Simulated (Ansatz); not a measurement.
## Electronic structure of C3H6OSi in real space

The calculation's input:

```
crystal:
  periodic: [false, false, false]
  atoms:
    - { symbol: C, position_ang: [0.1938, -1.8949, 1.6773] }
    - { symbol: O, position_ang: [1.0465, -1.5211, 0.6208] }
    - { symbol: C, position_ang: [2.14123, -2.30769, 0.53385] }
    - { symbol: C, position_ang: [3.07892, -2.97916, 0.3234] }
    - { symbol: Si, position_ang: [4.61933, -4.04814, 0.20824] }
    - { symbol: H, position_ang: [0.0535, -1.0093, 2.3797] }
    - { symbol: H, position_ang: [0.5674, -2.7189, 2.2003] }
    - { symbol: H, position_ang: [-0.8004, -2.0953, 1.255] }
    - { symbol: H, position_ang: [4.58768, -5.15389, 1.243] }
    - { symbol: H, position_ang: [4.60684, -4.72666, -1.12293] }
    - { symbol: H, position_ang: [5.82581, -3.26392, 0.36778] }
basis:
  gaussian: { orbitals: "6-31G*" }
hamiltonian:
  xc: pbe
  dispersion: d4
relax:
  f_tol: 0.015
  max_steps: 40
output:
  orbitals: {}
```

Launched as:

```sh
ansatz run input.yaml --threads 1 --pin off --max-ram 2048MiB --backend cpu --events-out ev --progress --plain --runs-dir out
```

The fields are those of the run's last geometry, not of the input's.

Computed with RKS PBE-D4/6-31G* (Ansatz 0.2.0).

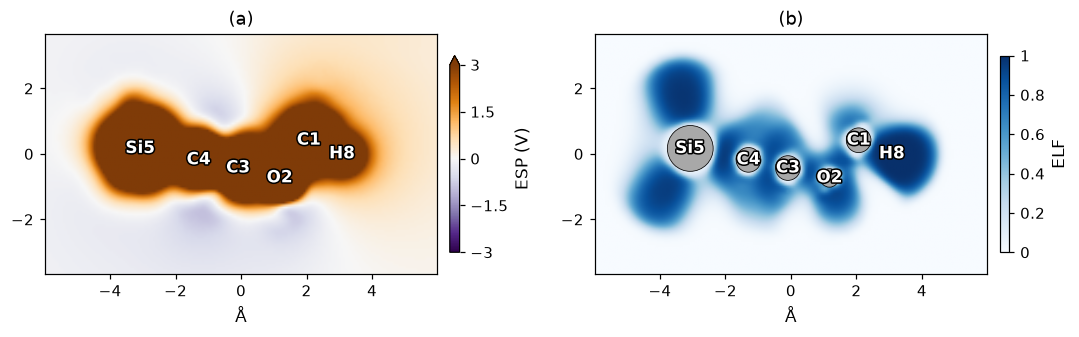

Figure 1. (a) electrostatic potential; (b) ELF on the plane of atoms O2, C1 and H8. Grey discs cover the atomic cores in the ELF map.

Interpret the plot.

Answer. The plane passes through C, O, Si and H nuclei.
C–C (1.23 Å): the ELF peaks at about 0.85 between the atoms: a multiple bond.
C–O (1.30 Å): the ELF peaks at about 0.85 between the atoms (a polar covalent bond).
C–Si (1.81 Å): the ELF peaks at about 0.95 between the atoms: a covalent bond.
C–H (1.10 Å): the ELF climbs to about 1 towards the hydrogen, as it does in any bond to H (an ordinary covalent bond to hydrogen).
C–O (1.46 Å): the ELF peaks at about 0.85 between the atoms, as expected for a shared but strongly polarised pair.
The ELF also peaks beside O2, away from the bonds: lone-pair regions.
Outside the dense part of the molecule the potential is most negative (−0.9 V) near C4.

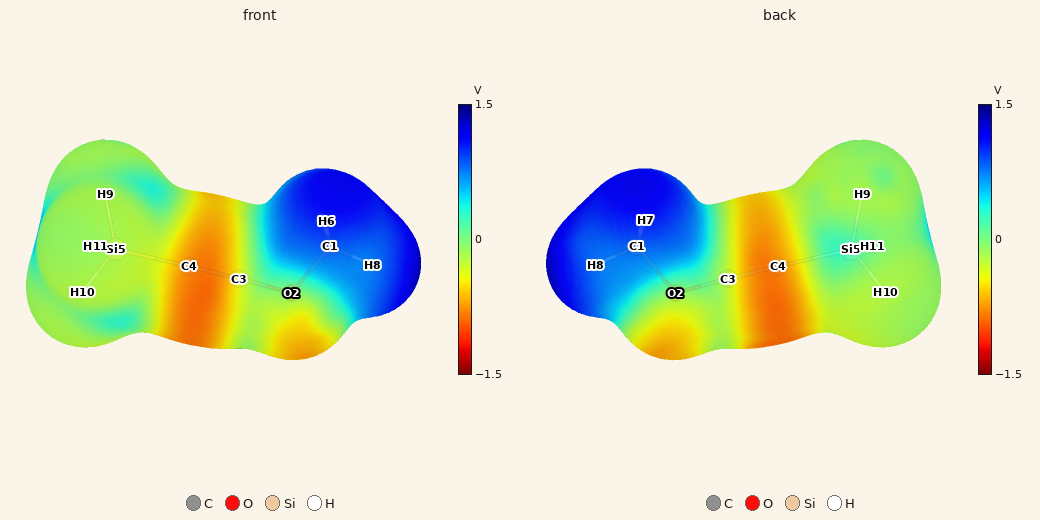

Figure 2. The molecular electrostatic potential painted on the density surface at 0.002 e/bohr³, seen from the front and from behind; the colour scale runs from red (negative) to blue (positive).

Where is the surface potential most negative and most positive?

Answer. The most negative region (about −0.9 V, or −21 kcal/mol for a unit charge) lies over C3 and C4, the most positive (about +1.3 V, or +30 kcal/mol for a unit charge) over H8.

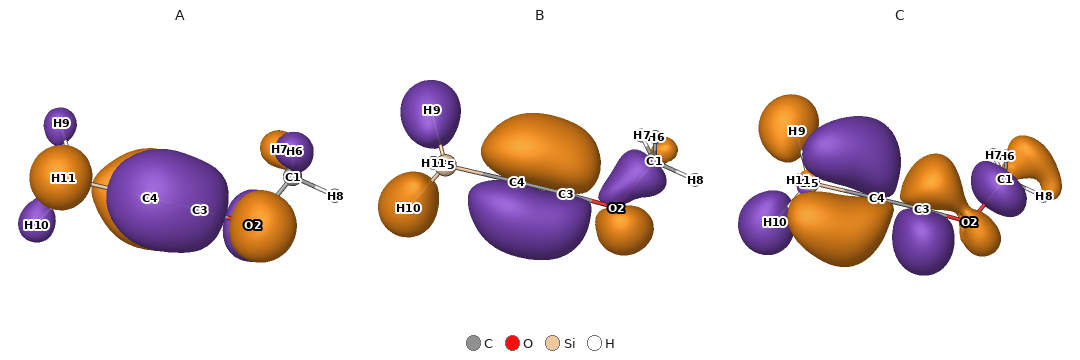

Figure 3. Three frontier orbitals at ±0.08 Å⁻³ᐟ² (orange and purple are the two phases), in no order.

Which picture is the HOMO−1, the HOMO and the LUMO?

Answer. B is the HOMO−1 (−6.16 eV). By Hirshfeld shares it lies mainly on C4 (about 40 %), C3 (about 35 %) and O2 (about 10 %); π-bonding across C4–C3. A is the HOMO (−5.56 eV). Its weight (Hirshfeld) is mainly on C4 (about 40 %), C3 (about 25 %) and O2 (about 20 %). C is the LUMO (−0.38 eV). By Hirshfeld shares it lies mainly on C3 (about 25 %), C4 (about 25 %), Si5 (about 20 %), C1 (about 10 %) and O2 (about 5 %).

What is the HOMO–LUMO gap?

Answer. 5.18 eV between the orbital energies.

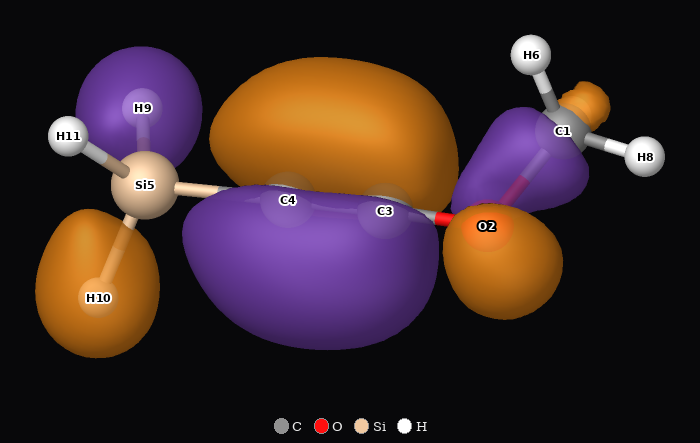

Figure 4. The HOMO−1 at ±0.08 Å⁻³ᐟ² (orange and purple are the two phases), seen at a tilt.

Describe this orbital and give its energy.

Answer. By Hirshfeld shares it lies mainly on C4 (about 40 %), C3 (about 35 %) and O2 (about 10 %); π-bonding across C4–C3. Its energy is −6.16 eV.
